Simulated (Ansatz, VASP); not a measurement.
# Cross-check of AlN between VASP and Ansatz

Wanted: the spread between two codes on one cell, functional and k mesh. The cell is taken from a series of VASP runs on this material, whose earlier steps may have relaxed, scaled or displaced it; both programs get it as it stands. Valence electrons are named where the data sets of a main pair hold unlike numbers.

Method: plane waves, with VASP 6.6.1 beside it; band structure at r2SCAN with rVV10 and single point at r2SCAN with rVV10, in Ansatz 0.2.0.

### Step 1. The starting structure

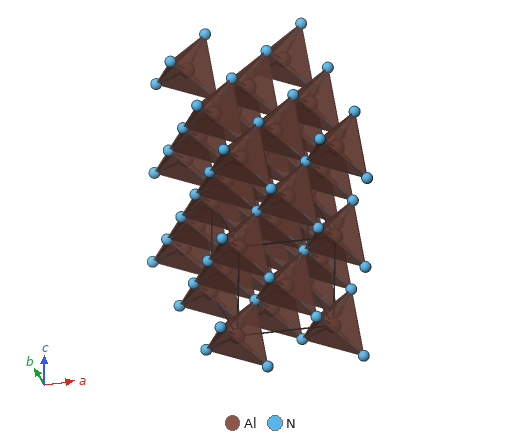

The cell as given, slightly off an axis (aluminium brown, nitrogen blue). 1×2×2 cells are drawn. This picture shows the conventional cell, with its axes. Some periodic images of atoms are drawn too.

### Step 2. VASP: band structure, r2SCAN with rVV10

The same path points are solved in both programs, so levels can be compared one by one.

Lines of VASP's logs that name or quote its potential files are left out, and so is its time.

File INCAR:

```
SYSTEM = AlN
PREC = Accurate
ENCUT = 520
EDIFF = 1E-06
NELM = 100
ISMEAR = 0
SIGMA = 0.05
LREAL = .FALSE.
ALGO = Normal
METAGGA = R2SCAN
LUSE_VDW = .TRUE.
IVDW_NL = 2
BPARAM = 11.95
CPARAM = 0.0093
LASPH = .TRUE.
NBANDS = 16
LORBIT = 11
LWAVE = .FALSE.
LCHARG = .FALSE.
KPAR = 2
```

File POSCAR:

```
AlN
1.0
    0.0000000000      2.1814649711      2.1814649711
    2.1814649711      0.0000000000      2.1814649711
    2.1814649711      2.1814649711      0.0000000000
Al N
1 1
Direct
    0.0000000000      0.0000000000      0.0000000000
    0.7500000000      0.7500000000      0.7500000000
```

File KPOINTS:

```
Automatic mesh
0
Gamma
10 10 10
0 0 0
```

File KPOINTS_OPT:

```
Line mode
16
Line-mode
Reciprocal
  0.00000000   0.00000000   0.00000000 GAMMA
  0.50000000   0.00000000   0.50000000 X

  0.50000000   0.00000000   0.50000000 X
  0.50000000   0.25000000   0.75000000 W

  0.50000000   0.25000000   0.75000000 W
  0.37500000   0.37500000   0.75000000 K

  0.37500000   0.37500000   0.75000000 K
  0.00000000   0.00000000   0.00000000 GAMMA

  0.00000000   0.00000000   0.00000000 GAMMA
  0.50000000   0.50000000   0.50000000 L

  0.50000000   0.50000000   0.50000000 L
  0.62500000   0.25000000   0.62500000 U

  0.62500000   0.25000000   0.62500000 U
  0.50000000   0.25000000   0.75000000 W

  0.50000000   0.25000000   0.75000000 W
  0.50000000   0.50000000   0.50000000 L

  0.50000000   0.50000000   0.50000000 L
  0.37500000   0.37500000   0.75000000 K

  0.62500000   0.25000000   0.62500000 U
  0.50000000   0.00000000   0.50000000 X
```

PAW data sets: Al and N (PBE family, release 64).

On the command line:

```bash
> mpirun -np 2 vasp_std
```

Numbers of over 12 decimals in the logs are rounded to 6 here.

Log:

```text
[banner, memory and clock lines left out]
running    2 mpi-ranks, on    1 nodes
 distrk:  each k-point on    1 cores,    2 groups
 distr:  one band on    1 cores,    1 groups

 POSCAR found type information on POSCAR AlN
 POSCAR found :  2 types and       2 ions
|                                                                             |
|               ----> ADVICE to this user running VASP <----                  |
|                                                                             |
|     You have switched on vdW-DFT.                                           |
|     This routine was written and supplied by Jiri Klimes. We recommend      |
|     that you carefully read and cite the following publications:            |
|       J. Klimes, D.R. Bowler, A. Michelides                                 |
|          J. Phys.: Cond Matt. 22 022201 (2010)                              |
|       J. Klimes, D.R. Bowler, A. Michelides                                 |
|          Phys. Rev. B. 83, 195131 (2011)                                    |
|     and references therein.                                                 |
|                                                                             |

|                                                                             |
|               ----> ADVICE to this user running VASP <----                  |
|                                                                             |
|     You enforced a specific xc type in the INCAR file but a different       |
|     [... a line on the potential file left out ...]
|     I HOPE YOU KNOW WHAT YOU ARE DOING!                                     |
|                                                                             |

 LDA part: xc-table for (None), standard interpolation
 POSCAR, INCAR and KPOINTS ok, starting setup
 FFT: planning ... GRIDC
 FFT: planning ... GRID_SOFT
 FFT: planning ... GRID
 WAVECAR not read
 entering main loop
       N       E                     dE             d eps       ncg     rms          rms(c)
Total rVV10 correction in eV:      0.1451662    10.1915993
Total rVV10 correction in eV:      0.1451662    10.1915993
DAV:   1     0.681041747150E+01    0.68104E+01   -0.37142E+03  1504   0.428E+02
DAV:   2    -0.225008324115E+02   -0.29311E+02   -0.28267E+02  2056   0.119E+02
DAV:   3    -0.233078673884E+02   -0.80703E+00   -0.80642E+00  1936   0.173E+01
DAV:   4    -0.233125353232E+02   -0.46679E-02   -0.46678E-02  2032   0.143E+00
DAV:   5    -0.233125910785E+02   -0.55755E-04   -0.55755E-04  1912   0.145E-01    0.886E+00
Total rVV10 correction in eV:      0.1685310    10.1915993
Total rVV10 correction in eV:      0.1685310    10.1915993
DAV:   6    -0.188617988595E+02    0.44508E+01   -0.68329E+00  1856   0.101E+01    0.355E+00
Total rVV10 correction in eV:      0.1757699    10.1915993
Total rVV10 correction in eV:      0.1757699    10.1915993
DAV:   7    -0.189781823569E+02   -0.11638E+00   -0.41366E-01  1720   0.353E+00    0.244E+00
Total rVV10 correction in eV:      0.1875984    10.1915993
Total rVV10 correction in eV:      0.1875984    10.1915993
DAV:   8    -0.189972449735E+02   -0.19063E-01   -0.58377E-02  1768   0.145E+00    0.957E-01
Total rVV10 correction in eV:      0.1855946    10.1915993
Total rVV10 correction in eV:      0.1855946    10.1915993
DAV:   9    -0.189934729281E+02    0.37720E-02   -0.11926E-02  2008   0.524E-01    0.203E-01
Total rVV10 correction in eV:      0.1855438    10.1915993
Total rVV10 correction in eV:      0.1855438    10.1915993
DAV:  10    -0.189936216524E+02   -0.14872E-03   -0.72202E-04  1784   0.157E-01    0.186E-02
Total rVV10 correction in eV:      0.1855866    10.1915993
Total rVV10 correction in eV:      0.1855866    10.1915993
DAV:  11    -0.189936316090E+02   -0.99566E-05   -0.70649E-06  2192   0.182E-02    0.153E-02
Total rVV10 correction in eV:      0.1856133    10.1915993
Total rVV10 correction in eV:      0.1856133    10.1915993
DAV:  12    -0.189936306629E+02    0.94607E-06   -0.12036E-06  1464   0.589E-03
Total rVV10 correction in eV:      0.1856216    10.1915993
Total rVV10 correction in eV:      0.1856216    10.1915993
Total rVV10 correction in eV:      0.1856311    10.1915993
Total rVV10 correction in eV:      0.1856311    10.1915993
   1 F= -.18993631E+02 E0= -.18993631E+02  d E =-.657919E-14
 Start KPOINTS_OPT (optional k-point list driver)
k-point batch [1-47\160]
       N       E                     dE             ncg
DAV:   1     0.131718655637E+04   -0.13537E+05     1504
DAV:   2     0.164640259122E+03   -0.11525E+04     2128
DAV:   3     0.136038810922E+03   -0.28601E+02     1888
DAV:   4     0.135828831687E+03   -0.20998E+00     2000
DAV:   5     0.135825731151E+03   -0.31005E-02     1960
DAV:   6     0.135825678034E+03   -0.53117E-04     1968
DAV:   7     0.135825677149E+03   -0.88526E-06     1808
[...]
k-point batch [142-160\160]
       N       E                     dE             ncg
DAV:   1     0.101857317932E+05   -0.65139E+04      616
DAV:   2     0.971933661270E+04   -0.46640E+03      872
DAV:   3     0.970820721967E+04   -0.11129E+02      808
DAV:   4     0.970812380688E+04   -0.83413E-01      768
DAV:   5     0.970812260630E+04   -0.12006E-02      856
DAV:   6     0.970812258680E+04   -0.19500E-04      728
DAV:   7     0.970812258647E+04   -0.33687E-06      808
```

From OUTCAR (step 2):

```text
ion  position               nearest neighbor table
   1  0.000  0.000  0.000-   2 1.89   2 1.89   2 1.89   2 1.89
   2  0.750  0.750  0.750-   1 1.89   1 1.89   1 1.89   1 1.89

  LATTYP: Found a face centered cubic cell.
 ALAT       =     4.3629299422

 Subroutine GETGRP returns: Found 24 space group operations
 (whereof 24 operations were pure point group operations)

The static configuration has the point symmetry T_d .

 Found     47 irreducible k-points:

   k-points           NKPTS =     47   k-points in BZ     NKDIM =     47   number of bands    NBANDS=     16

   dimension x,y,z NGX =    24 NGY =   24 NGZ =   24
   dimension x,y,z NGXF=    48 NGYF=   48 NGZF=   48

   ENCUT  =  520.0 eV  38.22 Ry    6.18 a.u.   5.74  5.74  5.74*2*pi/ulx,y,z

   NELECT =       8.0000    total number of electrons

 k-points in reciprocal lattice and weights: Automatic mesh
   0.00000000  0.00000000  0.00000000       0.001
   0.10000000  0.00000000  0.00000000       0.008
   0.20000000  0.00000000  0.00000000       0.008
   0.30000000  0.00000000  0.00000000       0.008
   0.40000000  0.00000000  0.00000000       0.008
   0.50000000  0.00000000  0.00000000       0.004
   0.10000000  0.10000000  0.00000000       0.006
   0.20000000  0.10000000  0.00000000       0.024
   0.30000000  0.10000000  0.00000000       0.024
[...]
-0.30000000  0.40000000  0.20000000       0.024
  -0.30000000  0.50000000  0.20000000       0.012

 average (electrostatic) potential at core
       1 -74.4411       2 -62.7503

 E-fermi :   5.9606

 k-point     1 :       0.0000    0.0000    0.0000
  band No.  band energies     occupation
      1     -10.0511      2.00000
      2       5.7187      2.00000
      3       5.7187      2.00000
      4       5.7187      2.00000
      5      10.6050      0.00000
      6      19.2529      0.00000
      7      19.2529      0.00000
      8      19.2529      0.00000
      9      24.2649      0.00000
    ...

 k-point     2 :       0.1000    0.0000    0.0000
  band No.  band energies     occupation
      1      -9.9035      2.00000
      2       4.9133      2.00000
      3       5.6666      2.00000
      4       5.6666      2.00000
      5      11.2664      0.00000
      6      18.8718      0.00000
      7      19.3938      0.00000
      8      19.3938      0.00000
      9      23.0259      0.00000
    ...

 k-point     3 :       0.2000    0.0000    0.0000
  band No.  band energies     occupation
      1      -9.4849      2.00000
      2       3.2814      2.00000
      3       5.5362      2.00000
      4       5.5362      2.00000
      5      12.4344      0.00000
      6      18.0761      0.00000
      7      19.2797      0.00000
      8      19.2797      0.00000
      9      22.5339      0.00000
    ...

  Total       -0.0125692     -0.0125692     -0.0125692     -0.0000000     -0.0000000     -0.0000000
  in kB       -0.9699361     -0.9699361     -0.9699361     -0.0000000     -0.0000000     -0.0000000
  external PRESSURE =      -0.9699361 kB  Pullay stress =       0.0000000 kB

  energy-cutoff  :      520.00
  volume of cell :       20.76
      direct lattice vectors                 reciprocal lattice vectors
     0.000000000  2.181464971  2.181464971    -0.229203772  0.229203772  0.229203772
     2.181464971  0.000000000  2.181464971     0.229203772 -0.229203772  0.229203772
     2.181464971  2.181464971  0.000000000     0.229203772  0.229203772 -0.229203772

 POSITION                                       TOTAL-FORCE (eV/Angst)
 -----------------------------------------------------------------------------------
      0.00000      0.00000      0.00000         0.000000      0.000000      0.000000
      3.27220      3.27220      3.27220        -0.000000     -0.000000     -0.000000
 -----------------------------------------------------------------------------------
    total drift:                                0.000001      0.000001      0.000001

  FREE ENERGIE OF THE ION-ELECTRON SYSTEM (eV)
  ---------------------------------------------------
  free  energy   TOTEN  =       -18.9936306629 eV

  energy  without entropy=      -18.9936306629  energy(sigma->0) =      -18.99363066

 total charge
# of ion       s       p       d       tot
------------------------------------------
    1        0.370   0.457   0.000   0.827
    2        1.231   2.667   0.000   3.898
--------------------------------------------------
tot          1.601   3.124   0.000   4.724

[... 3 further parts left out ...]
```

The run ends at a pressure of -0.10 GPa.

### Step 3. Ansatz: band structure, r2SCAN with rVV10

Ansatz runs on its default PAW (the set named soft_2) files.

The same cell, functional, mesh and smearing now go to Ansatz, which takes its cutoff from its data sets.

File input.yaml:

```yaml
crystal:
  lattice:
    - [0.0, 2.1814649711, 2.1814649711]
    - [2.1814649711, 0.0, 2.1814649711]
    - [2.1814649711, 2.1814649711, 0.0]
  atoms:
    - { symbol: Al, position: [0.0, 0.0, 0.0] }
    - { symbol: "N", position: [0.75, 0.75, 0.75] }
hamiltonian:
  xc: r2scan
  pseudopotentials: { kind: paw }
  dispersion: rvv10
kpoints:
  mp_grid: { grid: [10, 10, 10] }
  band_path:
    path:
      - [0.0, 0.0, 0.0]
      - [0.16667, 0.0, 0.16667]
      - [0.33333, 0.0, 0.33333]
      - [0.5, 0.0, 0.5]
      - [0.5, 0.08333, 0.58333]
      - [0.5, 0.18333, 0.68333]
      - [0.5, 0.25, 0.75]
      - [0.45, 0.3, 0.75]
      - [0.40833, 0.34167, 0.75]
      - [0.35, 0.35, 0.7]
      - [0.225, 0.225, 0.45]
      - [0.075, 0.075, 0.15]
      - [0.025, 0.025, 0.05]
      - [0.03333, 0.03333, 0.03333]
      - [0.23333, 0.23333, 0.23333]
      - [0.4, 0.4, 0.4]
      - [0.51667, 0.46667, 0.51667]
      - [0.55833, 0.38333, 0.55833]
      - [0.60833, 0.28333, 0.60833]
      - [0.60833, 0.25, 0.64167]
      - [0.55833, 0.25, 0.69167]
      - [0.51667, 0.25, 0.73333]
      - [0.5, 0.3, 0.7]
      - [0.5, 0.38333, 0.61667]
      - [0.5, 0.48333, 0.51667]
      - [0.475, 0.475, 0.55]
      - [0.425, 0.425, 0.65]
      - [0.38333, 0.38333, 0.73333]
      - [0.59167, 0.18333, 0.59167]
      - [0.55, 0.1, 0.55]
      - [0.5, 0.0, 0.5]
    npoints: 1
scf:
  occupations: { method: gaussian, width: 0.05 }
  n_extra_bands: 7
output:
  forces: true
  stress: true
  eigenvalues: true
  write_density: true
  write_potential: true
  elf: true
  volumetric_format: npy
```

On the command line:

```bash
> ansatz run input.yaml --threads 2 --pin off --max-ram 4608MiB --backend cpu --events-out ev --progress --plain --runs-dir out
```

Log:

```text
scf.n_extra_bands = 7 over 4 filled bands (N_el = 8.0): the run solves 11 bands
Engine: ansatz 0.2.0, aarch64-unknown-linux-gnu
Pseudopotentials: kind: paw
Pseudopotential: Al, paw, valence charge 3, recommended cutoff 500 eV (meta_gga), Al.paw.azcp
Pseudopotential: N, paw, valence charge 5, recommended cutoff 500 eV (meta_gga), N.paw.azcp
Functional definition: r2SCAN+rVV10
  parameter k0 = 0.174
  parameter k1 = 0.065
  parameter a1 = 4.9479
  exchange = r2scan_x(k0 = k0, k1 = k1, a1 = a1)
  correlation = r2scan_c + rvv10(11.95, 0.0093)
Crystal: 2 atoms, lattice volume = 20.762 Å³
Basis set: ecut = 500 eV, 531 PW (Γ), exchange–correlation on 108×108×108 points (64 copies of the dense FFT grid, shifted against one another)
Bands: 11, of which v1, the nominal top of the filled ones, is band 4 counted from 1 (3 counted from 0)
Symmetry: 24 space group operations
Space group: F-43m (ITA 216), of the structure as read, at distance tolerance 2.7e-5 Å
k-points: 47 of 1000 (time reversal used)
Non-local potential: Al, projectors of the file, l = 0: 2, l = 1: 2, l = 2: 1
Non-local potential: N, projectors of the file, l = 0: 2, l = 1: 2, l = 2: 1
PAW form: soft (Blöchl's): semilocal exchange-correlation on the pseudo side does not see the compensation charge
rVV10 density: all electrons in the spheres
PAW frozen core: Al, regenerated for the run's functional (the file was generated under x = pbe(κ = 0.804, μ = 0.219515), c = pbe(β = 0.066725))
PAW frozen core: N, regenerated for the run's functional (the file was generated under x = pbe(κ = 0.804, μ = 0.219515), c = pbe(β = 0.066725))
PAW one-centre angular grid: Al, 302 points (default); XC on 160 Gauss nodes
PAW one-centre angular grid: N, 302 points (default); XC on 160 Gauss nodes
Initial density: superposition of atomic densities (neutral atoms: chi_scale 0, normalization atom), corrected by the library's trained network
Initial wavefunctions: pseudopotential atomic-orbital guess
Functional: x = r2scan, c = r2scan + rvv10(b = 11.95, C = 0.0093); τ floored in thin density (d = 2e-4 eV/Å³)
SCF iter   1: F=—  HF=-927.736715 eV  |F-HF|=—  |Δ(HF+E_count)|=         —  Δρ=6.01e-3  dr2=6.90e-3  dr2_τ=1.53e-1  ethr=1.77e-3  ⟨swp⟩=5.1  Hψ=3230  notcnv=0  defer=11
preconditioner: auto → none  [insulator: Δε(μ)=3.908 eV  Ē_g=20.474 eV  σ=0.050 eV  W_gap=1.00  n_scr=0 (ndim 8)  ℏωp=23.0 eV  f_vac=0.000  D(μ)=0.00/eV (n_scr^D=0)  ε∞_Penn≈2.3]
SCF iter   2: F=—  HF=-927.808188 eV  |F-HF|=—  |Δ(HF+E_count)|=   7.15e-2  Δρ=4.29e-3  dr2=1.89e-3  dr2_τ=9.32e-5  ethr=8.63e-5  ⟨swp⟩=2.1  Hψ=1317  notcnv=0  defer=99
SCF iter   3: F=—  HF=-927.807853 eV  |F-HF|=—  |Δ(HF+E_count)|=   3.34e-4  Δρ=3.23e-4  dr2=1.46e-5  dr2_τ=2.36e-5  ethr=2.37e-5  ⟨swp⟩=3.0  Hψ=751  notcnv=0  defer=99
SCF iter   4: F=—  HF=-927.807863 eV  |F-HF|=—  |Δ(HF+E_count)|=   9.91e-6  Δρ=1.74e-4  dr2=6.53e-6  dr2_τ=3.04e-7  ethr=1.83e-7  ⟨swp⟩=2.0  Hψ=603  notcnv=0  defer=99
SCF iter   5: F=—  HF=-927.807862 eV  |F-HF|=—  |Δ(HF+E_count)|=   9.68e-7  Δρ=4.03e-5  dr2=3.90e-7  dr2_τ=7.25e-8  ethr=8.16e-8  ⟨swp⟩=2.6  Hψ=591  notcnv=0  defer=99
SCF iter   6: F=—  HF=-927.807862 eV  |F-HF|=—  |Δ(HF+E_count)|=  1.14e-10  Δρ=2.39e-5  dr2=1.39e-7  dr2_τ=2.30e-9  ethr=1.25e-9  ⟨swp⟩=10.5  Hψ=3074  notcnv=0
SCF iter   7: F=-927.807862 eV  HF=-927.807862 eV  |F-HF|=1.08e-8  |Δ(HF+E_count)|=   1.41e-8  Δρ=9.17e-6  dr2=2.04e-8  dr2_τ=4.39e-10  ethr=1.25e-9  ⟨swp⟩=6.1  Hψ=1650  notcnv=0
SCF 1 converged in 7 iterations: F = -927.807862 eV  dr2 = 2.04e-8
  greatest PAW one-centre occupation: 0.794 electrons in one spin orbital (limit 2), on the N atom at site 1 (counted from 0), in its partial waves of l = 0
NSCF: frozen V_eff on 31 k-points
SCF converged after 7 iterations
Free energy (F): -927.807862 eV
Harris-Foulkes:  -927.807862 eV  (|F-HF|=1.08e-8)
Internal energy: -927.807862 eV  (E = F + TS)
E sigma→0 (E₀):  -927.807862 eV
Fermi energy:    8.682699 eV
--- Per-component energies (eV) ---
  E_band       = 11.615589
  E_kinetic    = 160.530953
  E_local      = -222.829955  (includes V_loc(G=0)·N_el)
  E_nonlocal   = 54.338166
  E_hartree    = 77.897553
  E_xc         = -98.224663
  E_vxc        = -119.071008  (∫ρ·V_xc dr)
  E_paw        = -602.482901  (= ΣΔE_a)
  E_vpaw       = -23.535759  (= ΣTr[D̂ρ^β])
  E_aug_tail   = 0.000013  (compensation charges beyond the density's cutoff)
  E_vtau       = 6.390362  (kinetic-family band-sum trace: ∫τ·v_τ [+ j·A + Jᵃ·Aᵃ] dr)
  E_ewald      = -296.947355
  E_core_change = -0.089673  (= ΣΔE_core)
  E_smearing   = -0.000000  (= −TS)
  E_closure    = -0.000000  (closes the sum)
  Σ components = -927.807862   (vs F -927.807862, Δ=0.00e0)
--- Forces (eV/Å), atoms counted from 1 ---
  atom   1  Al    -0.00000000     0.00000000     0.00000000
  atom   2  N      0.00000000    -0.00000000     0.00000000
  max |Σ_I F_I| component: 2.59e-16 eV/Å
--- Stress (GPa, compression-positive) ---
        0.263607       0.000000       0.000000
        0.000000       0.263607       0.000000
       -0.000000       0.000000       0.263607
  P = ⅓ Tr σ = 0.2636 GPa (2.636 kbar)
--- Band table (eV; the first three rows and the last of 47) ---
  k-point 0: bands = [-9.0389, 6.7319, 6.7319, 6.7319, 11.5807, 20.2791, 20.2791, 20.2791, ... 3 higher]
  k-point 1: bands = [-8.8918, 5.9246, 6.6795, 6.6795, 12.2456, 19.8957, 20.4190, 20.4190, ... 3 higher]
  k-point 2: bands = [-8.4745, 4.2919, 6.5486, 6.5486, 13.4188, 19.0946, 20.3013, 20.3013, ... 3 higher]
  k-point 46: bands = [-6.3396, 2.6135, 3.5821, 4.1011, 13.0859, 18.5154, 20.0394, 20.5053, ... 3 higher]
```

Run time: 5.5 s. Hardware: 2 threads of Arm Neoverse N1, shared host; peak memory 0.36 GiB.

The column dr2 measures how far the density is from self-consistency, as an energy; F and HF (Harris–Foulkes) agree once it is small.

[end of part 1 of 2]

[Lines on the potential files, build, host, timing and source positions are cut from VASP's logs without a mark.]

[Logs are printed without paths, hosts, clocks, repeated set-up lines and the standing remarks that a program may print on its own settings, such as how far it seeks lower states.]

[Hosts, paths, dates, database ids (printed as entryN), source tags and the programs' standing remarks are cut or masked in the printed files.]
